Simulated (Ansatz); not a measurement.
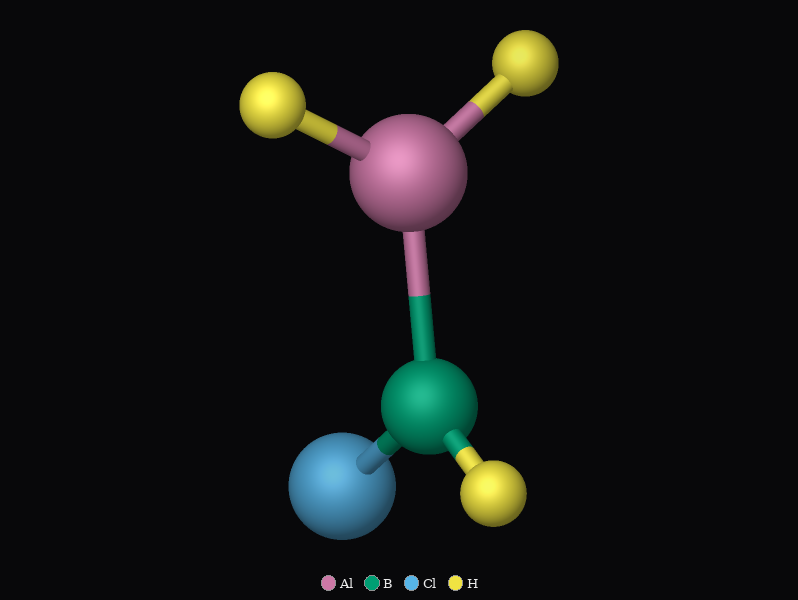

Ball-and-stick drawing of a structure. Every bond is drawn as one stick, whatever its order.

Computed geometry: PBE0-D4/def2-TZVP optimisation.

**Which formula does it have?**

AlBClH₃, 6 atoms: 1 aluminium, 1 boron, 1 chlorine and 3 hydrogen.

**Name some functional groups or characteristic bonds that it holds.**

Among them: B–H bond.

**Count the bonded pairs by element.**

2 Al–H, 1 Al–B, 1 B–Cl, 1 B–H.

The parts below concern this one geometry. Atoms keep their numbers from picture to picture.

## Symmetry

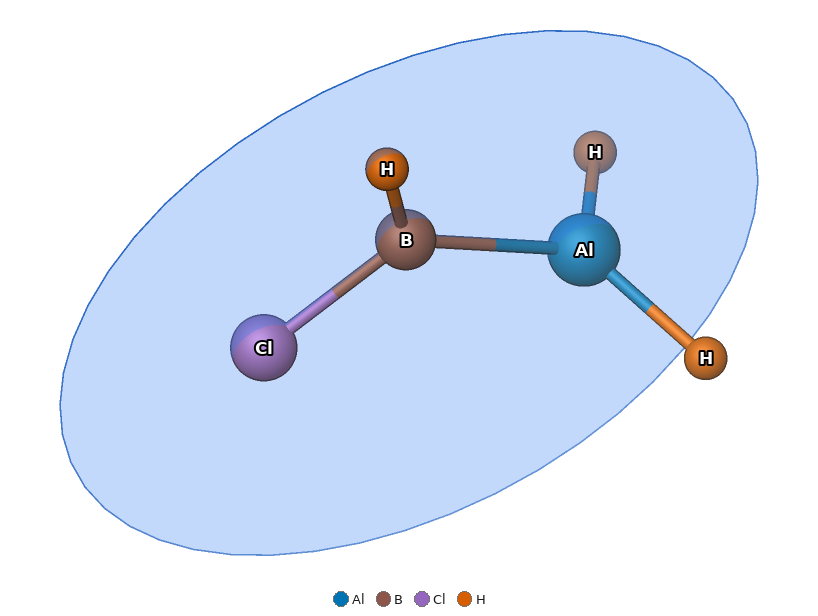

All proper rotation axes (lines) and mirror planes (discs) of the structure are drawn in. Distant atoms are faded towards the background colour.

**Name the symmetry elements and the point group.**

It has 1 mirror plane. Point group Cs. The group has 2 operations. The geometry is achiral, and symmetry allows a dipole moment.

## Vibrations

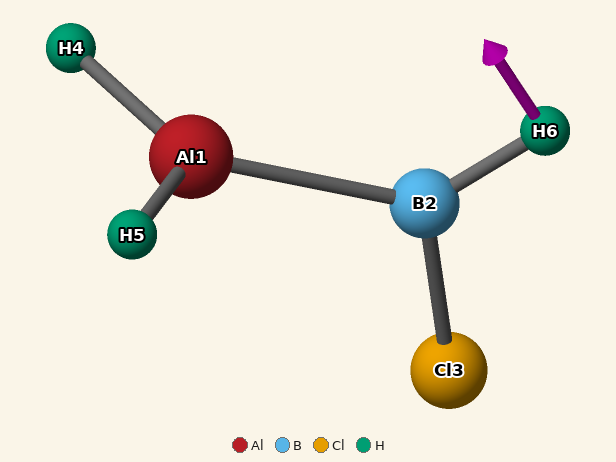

The arrows show one normal mode. Harmonic vibrations computed with RKS PBE0-D4/def2-TZVP (Ansatz 0.2.0) at a stationary point of the same level.

**At what wavenumber does it lie?**

1035 cm⁻¹; it is mode 9 of 12 counted from the lowest.

## Charges

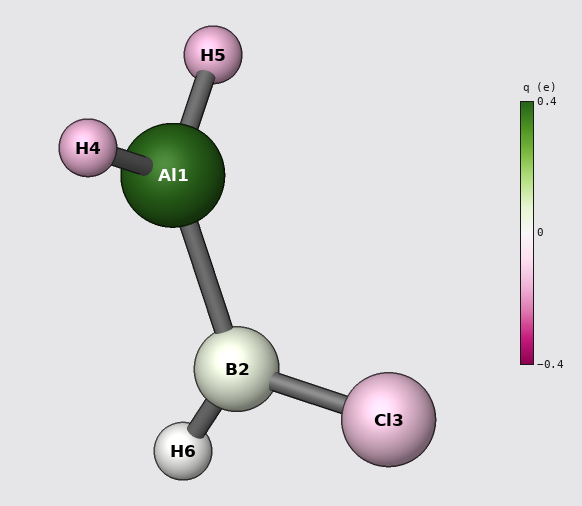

Atoms are coloured by their Mulliken charges. Level of theory: RKS r2SCAN-D4/def2-TZVPP (Ansatz 0.2.0).

List the Mulliken charges.

| atom | value (e) |
| --- | --- |
| Al1 | 0.39 |
| B2 | 0.05 |
| Cl3 | −0.13 |
| H4 | −0.16 |
| H5 | −0.16 |
| H6 | 0.01 |

## Thermal motion

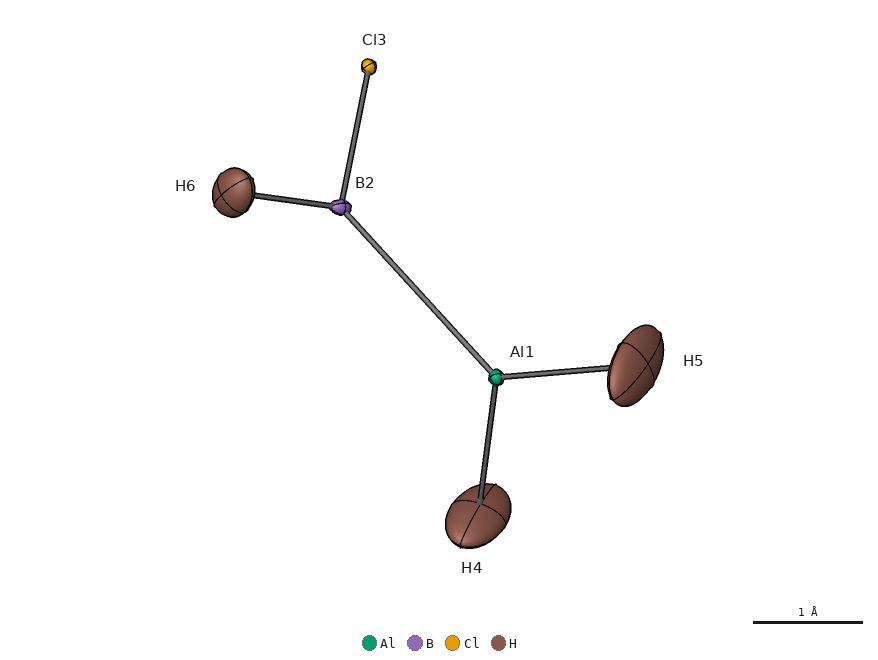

Displacement ellipsoids at the 50 % level, from the internal vibrations of the free molecule (harmonic, no overall translation or rotation; no half-axis is drawn under 0.075 Å). Vibrations computed with RKS PBE0-D4/def2-TZVP (Ansatz 0.2.0). Temperature: 100 K.

Give the displacement parameters, one line for each set of equivalent atoms.

| atom | U_eq (Å²) | rms amplitudes (Å) |
| --- | --- | --- |
| Al1 | 0.0010 | 0.012, 0.014, 0.052 |
| B2 | 0.0031 | 0.039, 0.049, 0.073 |
| Cl3 | 0.00080 | 0.011, 0.013, 0.046 |
| H4, H5 | 0.0481 | 0.094, 0.175, 0.324 |
| H6 | 0.0198 | 0.101, 0.139, 0.173 |

Mulliken values depend strongly on the basis set and can even reverse the polarity of a bond.
